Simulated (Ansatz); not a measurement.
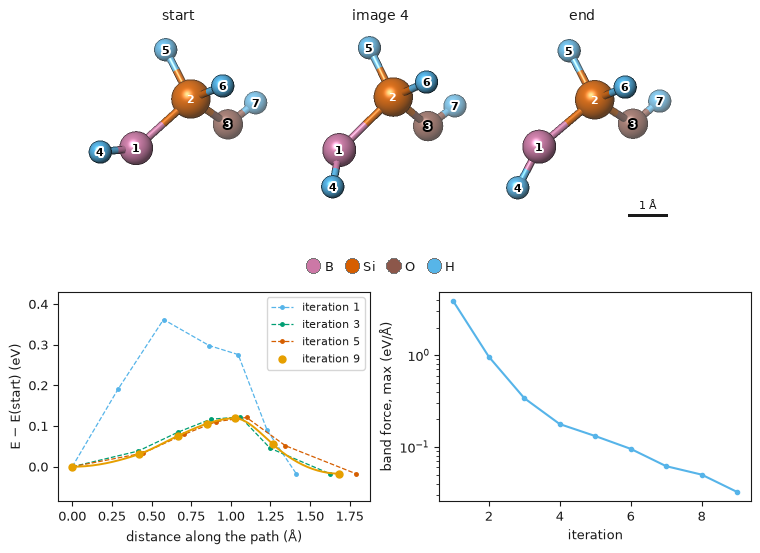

A search for the minimum-energy path of BSiH₄O (multiplicity 2) by the nudged elastic band. Images are numbered from 0 (start) to 6 (end). The plot follows the band through its iterations. A ball-and-stick model, seen from a free direction.

All numbers below come from Ansatz 0.2.0, UKS PBE0/def2-SVP. Run with 5 movable images; climbing image; force threshold 0.05 eV/Å; iteration limit 60; starting path through a guess of the saddle point.

Question: How did the profile develop, and is the result final?

Answer: The run is converged, with reservations. The band converged in 9 iterations. The largest component of the band force went from 3.9 to 0.032 eV/Å. The climbing image converged on the top of the path. Its curvatures weren't checked. The first iteration put the highest image at 0.362 eV. The energy climbs by 0.119 eV to image 4 and then falls by 0.136 eV, so the end point sits at −0.017 eV.
